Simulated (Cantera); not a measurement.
Feed: 1 mol B, 0.085 mol O2, 19 mol H2, held at 0.910 bar.

Method: chemical equilibrium by Gibbs-energy minimisation in Cantera with the NASA 1993 tables (ideal gas, pure condensed phases). Candidate condensed phases: B, B2O3, B3O3H3, H2O; 23 gas species. The tables' values for BH2 are old estimates; treat these amounts as uncertain. Gases not in the tables: B2H6 and higher boranes. Kinetics and transport are ignored.

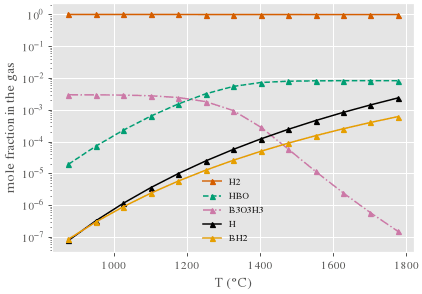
Figure. Equilibrium gas composition (values under 1e-9 drawn at 1e-9)

Q: Read off the mole fractions at 1627 °C.

A: H2 about 0.99, HBO about 0.0083, H about 0.00083, BH2 about 0.00025, B3O3H3 about 2.5e-6.
